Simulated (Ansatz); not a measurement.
## Structural relaxation of a frame of liquid (Cs,Na,Li)Br from 1500 K (90 atoms)

Wanted: the relaxed structure of a frame of liquid (Cs,Na,Li)Br from 1500 K (90 atoms) and its electronic structure.

Calculated with Ansatz 0.2.0; Kohn-Sham DFT, PBE, PAW (set soft_2), plane waves.

## (1) Starting point

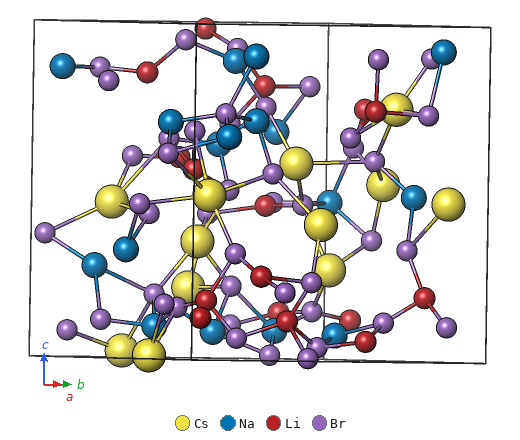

The starting structure, seen slightly off an axis (caesium yellow, sodium blue, lithium red, bromine purple). Bonds to atoms that aren't drawn are left out.

The cell holds 90 atoms: 12 Cs, 17 Na, 16 Li and 45 Br. Cell: a = 16.804 Å, b = 16.804 Å, c = 16.804 Å, α = 90.0°, β = 90.0°, γ = 90.0°. 90 atoms (12 Cs, 17 Na, 16 Li, 45 Br) placed at random at 2.67 g/cm³, melted at 1600 K for 10 ps at fixed volume with the Lennard-Jones and Coulomb ion parameters for SPC/E (Joung and Cheatham, J. Phys. Chem. B 112, 9020 (2008)), full charges. Snapshot at the end of a hold of 15 ps at 1500 K and zero pressure.

Before any run, some limits are plain. The network of bonds at the start is that of the classical potential that made the cell. The ion parameters were fitted for water, not for melts, so the density of this cell may lie well off the real melt's. The Brillouin zone is sampled at Γ only, in a cell whose shortest periodic width is 17 Å. No spin–orbit coupling is included, so levels derived from the heavy atoms are approximate.

## (2) Single point at the start

The forces at the start show how far the geometry lies from a minimum of this functional.

input.yaml

```yaml
crystal:
  lattice:
    - [16.80376, 0.0, 0.0]
    - [0.0, 16.80376, 0.0]
    - [0.0, 0.0, 16.80376]
  atoms:
    - { symbol: Cs, position: [0.39075, 0.97882, 0.52364] }
    - { symbol: Cs, position: [0.36606, 0.81269, 0.26767] }
    - { symbol: Cs, position: [0.07167, 0.27477, 0.01987] }
    - { symbol: Cs, position: [0.63078, 0.25629, 0.48776] }
    - { symbol: Cs, position: [0.71892, 0.83833, 0.75009] }
    - { symbol: Cs, position: [0.91255, 0.91355, 0.47112] }
    - { symbol: Cs, position: [0.041, 0.51431, 0.20952] }
    - { symbol: Cs, position: [0.24025, 0.4331, 0.34823] }
    - { symbol: Cs, position: [0.80522, 0.54034, 0.40501] }
    - { symbol: Cs, position: [0.10573, 0.21442, 0.46258] }
    - { symbol: Cs, position: [0.63318, 0.05791, 0.00992] }
    - { symbol: Cs, position: [0.47593, 0.63528, 0.58451] }
    - { symbol: Na, position: [0.26146, 0.48933, 0.63836] }
    - { symbol: Na, position: [0.91425, 0.88868, 0.92387] }
    - { symbol: Na, position: [0.63732, 0.4095, 0.71043] }
    - { symbol: Na, position: [0.35939, 0.22532, 0.09557] }
    - { symbol: Na, position: [0.07839, 0.78498, 0.6756] }
    - { symbol: Na, position: [0.43581, 0.083, 0.32328] }
    - { symbol: Na, position: [0.17143, 0.00396, 0.86412] }
    - { symbol: Na, position: [0.6526, 0.93873, 0.48802] }
    - { symbol: Na, position: [0.62781, 0.69067, 0.07522] }
    - { symbol: Na, position: [0.62017, 0.1274, 0.70488] }
    - { symbol: Na, position: [0.30791, 0.45247, 0.07988] }
    - { symbol: Na, position: [0.1643, 0.92189, 0.46702] }
    - { symbol: Na, position: [0.18097, 0.1175, 0.27328] }
    - { symbol: Na, position: [0.78633, 0.3228, 0.90368] }
    - { symbol: Na, position: [0.87554, 0.18556, 0.66415] }
    - { symbol: Na, position: [0.35442, 0.49114, 0.88751] }
    - { symbol: Na, position: [0.25757, 0.68956, 0.08488] }
    - { symbol: Li, position: [0.3414, 0.93963, 0.74667] }
    - { symbol: Li, position: [0.05698, 0.46882, 0.59708] }
    - { symbol: Li, position: [0.05834, 0.81291, 0.13768] }
    - { symbol: Li, position: [0.21068, 0.6696, 0.81225] }
    - { symbol: Li, position: [0.676, 0.22575, 0.17568] }
    - { symbol: Li, position: [0.17943, 0.98944, 0.11803] }
    - { symbol: Li, position: [0.88721, 0.67575, 0.74466] }
    - { symbol: Li, position: [0.20084, 0.27615, 0.84908] }
    - { symbol: Li, position: [0.86446, 0.66543, 0.05941] }
    - { symbol: Li, position: [0.37925, 0.34022, 0.56363] }
    - { symbol: Li, position: [0.86071, 0.30991, 0.24924] }
    - { symbol: Li, position: [0.03639, 0.5621, 0.98008] }
    - { symbol: Li, position: [0.1662, 0.70367, 0.45604] }
    - { symbol: Li, position: [0.79566, 0.43564, 0.11674] }
    - { symbol: Li, position: [0.9486, 0.05694, 0.12542] }
    - { symbol: Li, position: [0.80984, 0.89373, 0.19111] }
    - { symbol: Br, position: [0.11303, 0.60771, 0.69804] }
    - { symbol: Br, position: [0.99619, 0.31696, 0.2027] }
    - { symbol: Br, position: [0.54663, 0.06582, 0.45987] }
    - { symbol: Br, position: [0.73109, 0.87533, 0.33088] }
    - { symbol: Br, position: [0.38992, 0.60197, 0.01288] }
    - { symbol: Br, position: [0.34339, 0.48031, 0.50223] }
    - { symbol: Br, position: [0.46384, 0.29516, 0.67802] }
    - { symbol: Br, position: [0.19918, 0.58248, 0.92316] }
    - { symbol: Br, position: [0.24083, 0.95824, 0.6317] }
    - { symbol: Br, position: [0.76466, 0.78002, 0.11511] }
    - { symbol: Br, position: [0.67208, 0.44805, 0.55456] }
    - { symbol: Br, position: [0.73075, 0.29224, 0.31596] }
    - { symbol: Br, position: [0.32705, 0.21983, 0.42973] }
    - { symbol: Br, position: [0.09905, 0.17138, 0.86202] }
    - { symbol: Br, position: [0.20444, 0.84496, 0.14277] }
    - { symbol: Br, position: [0.93762, 0.42998, 0.00781] }
    - { symbol: Br, position: [0.75161, 0.66629, 0.66442] }
    - { symbol: Br, position: [0.93022, 0.83163, 0.73415] }
    - { symbol: Br, position: [0.90375, 0.67281, 0.8996] }
    - { symbol: Br, position: [0.0958, 0.54646, 0.43011] }
    - { symbol: Br, position: [0.289, 0.7624, 0.46012] }
    - { symbol: Br, position: [0.28892, 0.08184, 0.11328] }
    - { symbol: Br, position: [0.31004, 0.3448, 0.94819] }
    - { symbol: Br, position: [0.9247, 0.90648, 0.10448] }
    - { symbol: Br, position: [0.86229, 0.48052, 0.2334] }
    - { symbol: Br, position: [0.04256, 0.02415, 0.3668] }
    - { symbol: Br, position: [0.02542, 0.66789, 0.09925] }
    - { symbol: Br, position: [0.73745, 0.24988, 0.73202] }
    - { symbol: Br, position: [0.29836, 0.99262, 0.35657] }
    - { symbol: Br, position: [0.75772, 0.03821, 0.16348] }
    - { symbol: Br, position: [0.73042, 0.30036, 0.06469] }
    - { symbol: Br, position: [0.23212, 0.29374, 0.18981] }
    - { symbol: Br, position: [0.7358, 0.05699, 0.6125] }
    - { symbol: Br, position: [0.19879, 0.82986, 0.81223] }
    - { symbol: Br, position: [0.22938, 0.33719, 0.65344] }
    - { symbol: Br, position: [0.75592, 0.93558, 0.90277] }
    - { symbol: Br, position: [0.40991, 0.03015, 0.82431] }
    - { symbol: Br, position: [0.73598, 0.57198, 0.03937] }
    - { symbol: Br, position: [0.04839, 0.79317, 0.46524] }
    - { symbol: Br, position: [0.23694, 0.55161, 0.21592] }
    - { symbol: Br, position: [0.08667, 0.0797, 0.07932] }
    - { symbol: Br, position: [0.01687, 0.33108, 0.59905] }
    - { symbol: Br, position: [0.54331, 0.19962, 0.15329] }
    - { symbol: Br, position: [0.36956, 0.58798, 0.75042] }
    - { symbol: Br, position: [0.54539, 0.86266, 0.59407] }
kpoints:
  mp_grid: { grid: [1, 1, 1] }
hamiltonian:
  xc: pbe
scf:
  occupations: { method: fixed }
output:
  forces: true
  stress: true
  populations: intrinsic
  dos:
    method: { smearing: { sigma: 0.08 } }
    de: 0.1
    projected: { site_lists: { Br: [Br], Cs: [Cs], Li: [Li], Na: [Na] } }
  eigenvalues: true
```

Run with:

```console
> ansatz run input.yaml --threads 4 --pin off --max-ram 8192MiB --backend cpu --events-out ev --progress --plain --runs-dir out
```

Numbers of over 12 decimals in the logs are rounded to 6 here.

Output:

```text
Engine: ansatz 0.2.0, aarch64-unknown-linux-gnu
Pseudopotentials: kind: paw
Pseudopotential: Cs, paw, valence charge 9, recommended cutoff 420 eV (normal), Cs.paw.azcp
Pseudopotential: Na, paw, valence charge 9, recommended cutoff 420 eV (normal), Na.paw.azcp
Pseudopotential: Li, paw, valence charge 3, recommended cutoff 420 eV (normal), Li.paw.azcp
Pseudopotential: Br, paw, valence charge 7, recommended cutoff 420 eV (normal), Br.paw.azcp
[... 5 lines on functional and potentials left out ...]
Crystal: 90 atoms, lattice volume = 4744.816 Å³
Basis set: ecut = 420 eV, 92589 PW (Γ), exchange–correlation on 240×240×240 points (8 copies of the dense FFT grid, shifted against one another)
Bands: 402, of which v1, the nominal top of the filled ones, is band 312 counted from 1 (311 counted from 0)
Symmetry: 1 space group operations
Space group: P1 (ITA 1), of the structure as read, at distance tolerance 1.7e-4 Å
k-points: 1
[... 9 lines on functional and potentials left out ...]
Initial density: superposition of atomic densities (neutral atoms: chi_scale 0, normalization atom), corrected by the library's trained network
Initial wavefunctions: pseudopotential atomic-orbital guess
Functional: x = pbe(κ = 0.804, μ = 0.219515), c = pbe(β = 0.066725)
SCF iter   1: F=—  HF=-221960.111315 eV  |F-HF|=—  |Δ(HF+E_count)|=         —  Δρ=1.11e-3  dr2=3.02e-1  ethr=1.77e-3  ⟨swp⟩=6.0  Hψ=1433  notcnv=0  defer=88
preconditioner: auto → Resta (q_TF=auto, 1.946 Å⁻¹)  ε∞=2.4  [insulator: Δε(μ)=2.317 eV  Ē_g=9.144 eV  n_scr=618 (ndim 8)  ℏωp=10.7 eV  f_vac=0.340  ε∞_Penn≈2.4  vacuum switching on, ρ_ref=6.1e-3 e/Å³]
SCF iter   2: F=—  HF=-221960.025099 eV  |F-HF|=—  |Δ(HF+E_count)|=   8.62e-2  Δρ=4.71e-4  dr2=4.35e-2  ethr=4.84e-5  ⟨swp⟩=3.0  Hψ=682  notcnv=0  defer=88
SCF iter   3: F=—  HF=-221960.021156 eV  |F-HF|=—  |Δ(HF+E_count)|=   3.94e-3  Δρ=1.78e-4  dr2=3.74e-3  ethr=6.98e-6  ⟨swp⟩=4.0  Hψ=549  notcnv=0  defer=88
SCF iter   4: F=—  HF=-221960.023939 eV  |F-HF|=—  |Δ(HF+E_count)|=   2.78e-3  Δρ=4.50e-5  dr2=1.55e-4  ethr=6.00e-7  ⟨swp⟩=3.0  Hψ=510  notcnv=0  defer=88
SCF iter   5: F=—  HF=-221960.024068 eV  |F-HF|=—  |Δ(HF+E_count)|=   1.29e-4  Δρ=1.18e-5  dr2=9.82e-6  ethr=2.48e-8  ⟨swp⟩=2.0  Hψ=554  notcnv=0  defer=88
SCF iter   6: F=—  HF=-221960.024255 eV  |F-HF|=—  |Δ(HF+E_count)|=   1.87e-4  Δρ=2.71e-6  dr2=5.32e-7  ethr=1.57e-9  ⟨swp⟩=2.0  Hψ=706  notcnv=0  defer=88
SCF iter   7: F=-221960.024256 eV  HF=-221960.024256 eV  |F-HF|=4.74e-8  |Δ(HF+E_count)|=   5.05e-7  Δρ=7.47e-7  dr2=3.74e-8  ethr=1.60e-11  ⟨swp⟩=23.0  Hψ=3084  notcnv=0
SCF 1 converged in 7 iterations: F = -221960.024256 eV  dr2 = 3.74e-8
  greatest PAW one-centre occupation: 1.000 electrons in one spin orbital (limit 2), on the Li atom at site 34 (counted from 0), in its partial waves of l = 0
SCF converged after 7 iterations
Free energy (F): -221960.024256 eV
Harris-Foulkes:  -221960.024256 eV  (|F-HF|=4.74e-8)
Internal energy: -221960.024256 eV  (E = F + TS)
E sigma→0 (E₀):  -221960.024256 eV
Fermi energy:    -0.681668 eV
--- Per-component energies (eV) ---
  E_band       = -8637.936922
  E_kinetic    = 10107.139004
  E_local      = -58048.834784  (includes V_loc(G=0)·N_el)
  E_nonlocal   = 4941.883105
  E_hartree    = 21638.445842
  E_xc         = -14840.684043
  E_vxc        = -7263.117046  (∫ρ·V_xc dr)
  E_paw        = -166707.641362  (= ΣΔE_a)
  E_vpaw       = -1651.903674  (= ΣTr[D̂ρ^β])
  E_aug_tail   = -0.000319  (compensation charges beyond the density's cutoff)
  E_ewald      = -19050.331698
  E_smearing   = -0.000000  (= −TS)
  E_closure    = 0.000000  (closes the sum)
  Σ components = -221960.024256   (vs F -221960.024256, Δ=0.00e0)
--- Forces (eV/Å), atoms counted from 1 ---
  atom   1  Cs     0.43297132    -0.12320924     0.35725455
  atom   2  Cs    -0.03787393    -0.00360046     0.33642699
  atom   3  Cs     0.09513799     0.46653863     0.68655328
  atom   4  Cs    -0.16058692    -0.06602096     0.06656597
  atom   5  Cs    -0.44842350    -0.11533599    -0.71248497
  atom   6  Cs    -1.15450061     0.47764778     0.01207128
  atom   7  Cs     0.67805998    -0.34868654     0.38789749
  atom   8  Cs     0.04164350    -1.22684619     0.65844240
  atom   9  Cs    -0.23282885     0.11283211     0.62303385
  atom  10  Cs     0.33113501     0.08349359     0.10198804
  atom  11  Cs    -0.15747782     0.02054002     0.02487084
  atom  12  Cs     0.12347318     0.14630608    -0.10415175
  atom  13  Na     0.02316048     0.58065942     0.45731321
  atom  14  Na    -0.33678933    -0.42944408    -0.03580343
[...]
atom  89  Br    -0.26446238    -0.08101909     0.01241189
  atom  90  Br     0.13986376    -0.26511780     0.08741318
  max |Σ_I F_I| component: 6.17e-5 eV/Å
--- Stress (GPa, compression-positive) ---
       -0.319883      -0.119060      -0.139912
       -0.119060      -0.423560      -0.159901
       -0.139912      -0.159901      -0.157803
  P = ⅓ Tr σ = -0.3004 GPa (-3.004 kbar)
--- Band table (eV) ---
  k-point 0: bands = ["-53.5725", "-53.5298", "-53.2616", "-52.8219", [... 386 levels ...], "5.2140", "5.2358", "5.2652", "5.2814", "5.2968", "5.3148", "5.3156", "5.3478", "5.3549", "5.3828", "5.3995", "5.4248"]
--- intrinsic populations: 90 sites ---
  site symbol       q [e]
     0     Cs      8.2025
     1     Cs      8.1419
     2     Cs      8.2081
[...]
89     Br      7.7773
  spilling = 0.000000 (of n_electrons = 624.000000)
```

It took 53 s on 4 threads of Arm Neoverse V2, shared host; peak memory 5.4 GiB; 3.5 min of CPU time.

Read from the output:

| Item | Value |
| --- | --- |
| free energy | -221960.0243 eV |
| free energy per atom | -2466.2225 eV/atom |
| SCF cycles | 7 |
| pressure | -0.3004 GPa |
| r.m.s. force component | 0.3707 eV/Å |
| longest force | 1.973 eV/Å |
| Fermi energy | -0.6817 eV |
| gap (highest filled to lowest empty level) | 2.333 eV |

The r.m.s. force component of 0.37 eV/Å and the pressure of -0.30 GPa set the starting point.

Length of the force by element:

```
element  coordination  atoms  mean length of the force (eV/Å)  spread   least   most
     Br           all     45                            0.615   0.348  0.0775   1.97
     Cs           all     12                            0.641   0.394   0.161   1.39
     Li           all     16                            0.515   0.148   0.302  0.830
     Na           all     17                            0.403   0.169   0.174  0.740
```

[end of part 1 of 3]

[Logs are printed without paths, hosts, clocks, repeated set-up lines and the standing remarks that a program may print on its own settings, such as how far it seeks lower states.]

[Hosts, paths, dates, database ids (printed as entryN), source tags and the programs' standing remarks are cut or masked in the printed files.]
